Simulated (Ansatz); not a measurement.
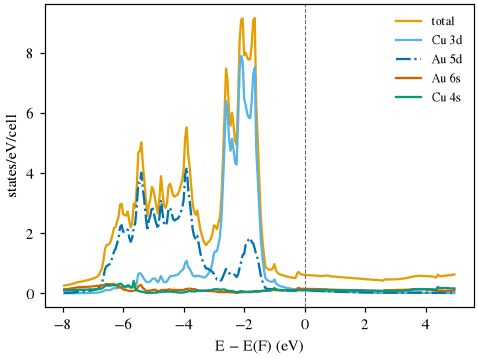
Total and projected density of states of CuAu (L1₀ or tetragonal B2, space group No. 123), DFT-PBE in the program Ansatz with PAW potentials

Which orbitals carry the states next to the Fermi level?

Within 0.5 eV of the Fermi level: Au 6s 24 %, Cu 3d 19 %, Cu 4s 17 %, Au 5d 17 %, outside the projected shells 23 %. Projections are on Löwdin-orthogonalised atomic valence shells; empty p or d shells of many metals are not among them.

Where is the tallest occupied peak in this window, and what makes it?

Near -1.6 eV, about 9.2 states/eV per cell; the largest projected share is Cu 3d.

Space group P4/mmm (L1₀ or tetragonal B2). The cell was relaxed with PBE under the symmetry of its start. The run is not spin-polarised. Spin–orbit coupling is left out wherever it is not named.

Potentials: the later of the program's two PAW sets.
